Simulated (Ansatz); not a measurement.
Base system: CdSe in the wurtzite structure (space group P6_3mc, No. 186; a = 4.383 Å, c = 7.155 Å).

Modification: 0.238 electrons added to each cell, a density of 2.0×10^21 cm⁻³, with a uniform compensating background at fixed cell and a 300 K Fermi–Dirac width.

Calculations: DFT with PBE, PAW potentials and a 420 eV plane-wave cutoff in Ansatz (a program for electronic structure), spin-orbit coupling left out, earlier PAW set.

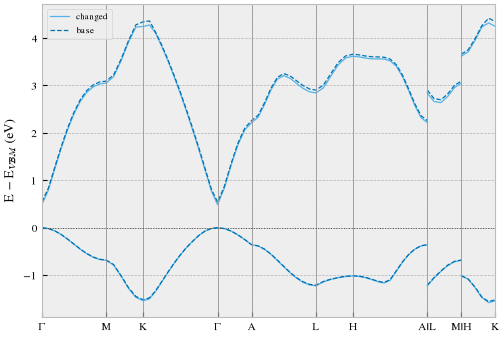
Figure: Highest valence and lowest conduction band along the path, each from its own valence-band maximum

The gap is 0.49 eV, direct at Γ; the base has 0.54 eV.

Carriers are added with a uniform compensating background; total energy and stress of such cells depend on the potential's zero and are not compared; many-body gap narrowing is missing at this level. Stability against distortions was not tested.
